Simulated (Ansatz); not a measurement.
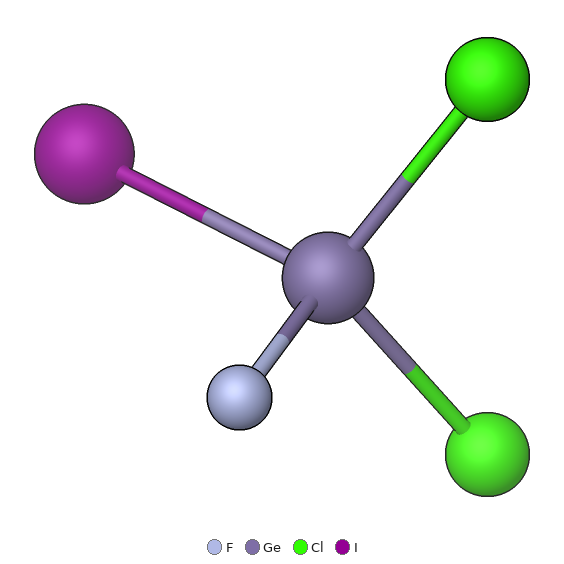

Ball-and-stick drawing of a structure. Every bond is drawn as one stick, whatever its order.

Computed geometry: PBE0-D4/def2-TZVP optimisation.

Give the formula.

GeICl₂F, 5 atoms: 1 germanium, 1 iodine, 2 chlorine and 1 fluorine.

How many bonds of each kind are drawn?

2 Cl–Ge, 1 F–Ge, 1 Ge–I.

How many atoms are distinct by symmetry?

4: 1 F, 1 Ge, 2 Cl, 1 I.

More results for the same structure follow; atom numbers are the same in all pictures, views and colours differ.

## Shape

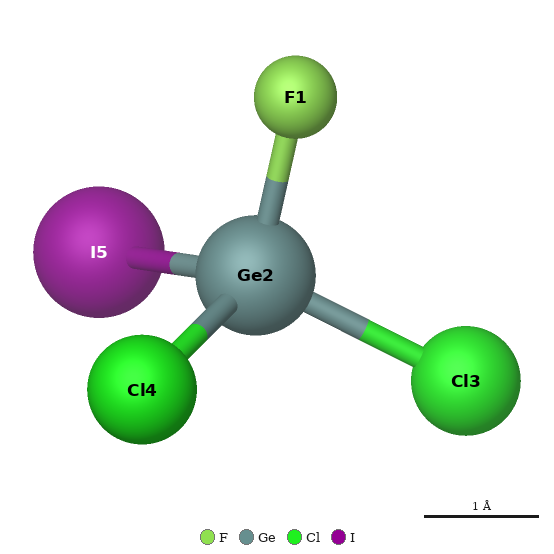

The atoms are numbered.

How are the neighbours of atom 2 arranged?

Ge2 has 4 neighbours (F1 at 1.72, Cl3 at 2.12, Cl4 at 2.12, I5 at 2.47 Å); the arrangement is tetrahedral.

## Vibrations

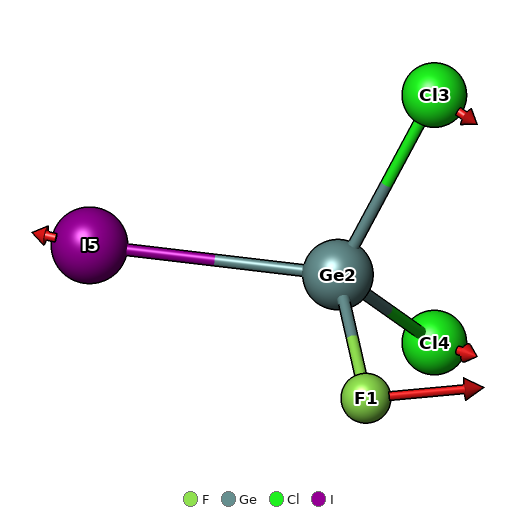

The arrows show one normal mode. Harmonic vibrations computed with RKS PBE0-D4/def2-TZVP, core potentials on I (Ansatz 0.2.0) at a stationary point of the same level.

At what wavenumber does it lie?

181 cm⁻¹; it is mode 4 of 9 counted from the lowest.

## Dipole moment

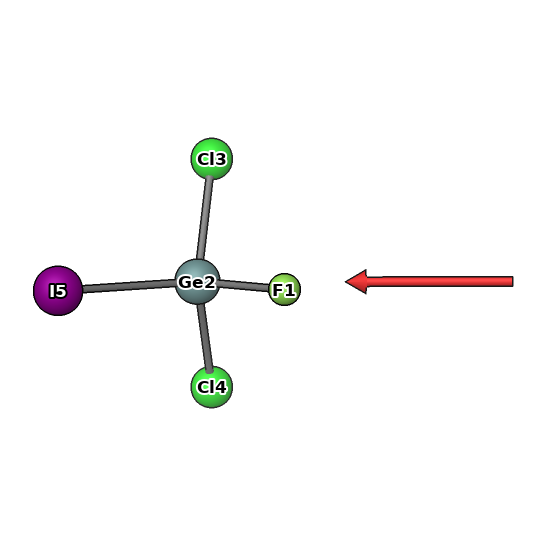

The arrow beside the molecule shows the direction of the dipole moment, from the negative to the positive end (its length means nothing). Properties computed with RKS PBE0-D4/def2-TZVP, core potentials on I (Ansatz 0.2.0).

How large is the dipole moment?

1.60 D; it points from the side of F1 to the side of I5 (the outermost atoms at the two ends).

## Thermal motion

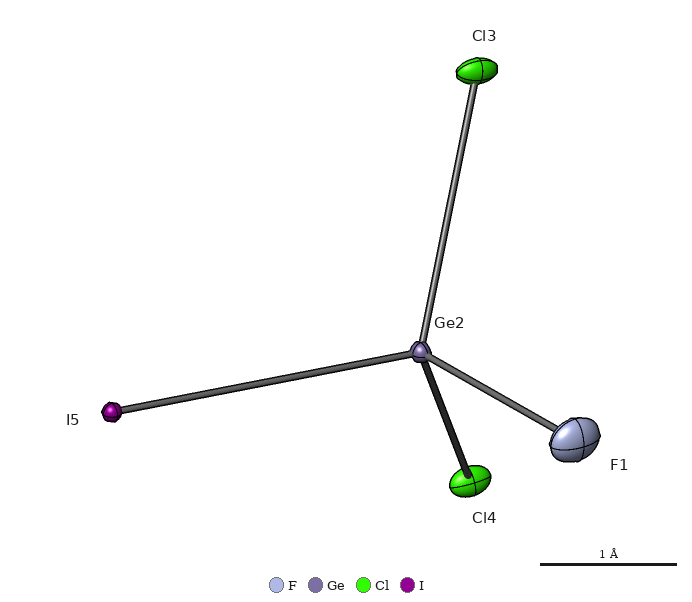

Displacement ellipsoids at the 50 % level, enlarged 2 times, from the internal vibrations of the free molecule (harmonic, no overall translation or rotation; no half-axis is drawn under 0.075 Å). Vibrations computed with RKS PBE0-D4/def2-TZVP, core potentials on I (Ansatz 0.2.0). Temperature: 0 K (zero-point motion alone).

Which atom moves most?

F1, with U_eq = 0.0031 Å².

Give the displacement parameters, one line for each set of equivalent atoms.

| atom | U_eq (Å²) | rms amplitudes (Å) |
| --- | --- | --- |
| F1 | 0.0031 | 0.040, 0.057, 0.067 |
| Ge2 | 0.00067 | 0.024, 0.026, 0.028 |
| Cl3, Cl4 | 0.0017 | 0.029, 0.036, 0.053 |
| I5 | 0.00023 | 0.010, 0.015, 0.020 |

## Charges

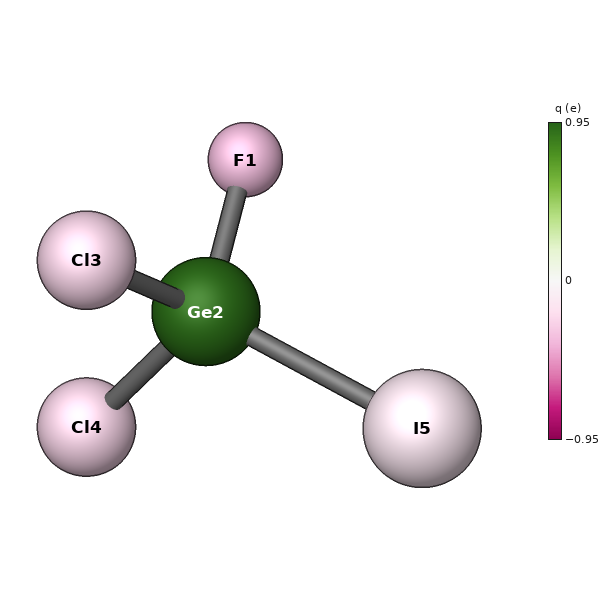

Atoms are coloured by their Mulliken charges. Method: RKS B3LYP-D4/def2-TZVPP, core potentials on I (Ansatz 0.2.0).

Which atom carries the highest charge (most positive or least negative)?

Ge2 (0.91 e).

And the lowest?

F1 (−0.34 e).

List the Mulliken charges.

```csv
atom,value (e)
F1,−0.34
Ge2,0.91
Cl3,−0.23
Cl4,−0.23
I5,−0.13
```

Mulliken values depend strongly on the basis set and can even reverse the polarity of a bond.
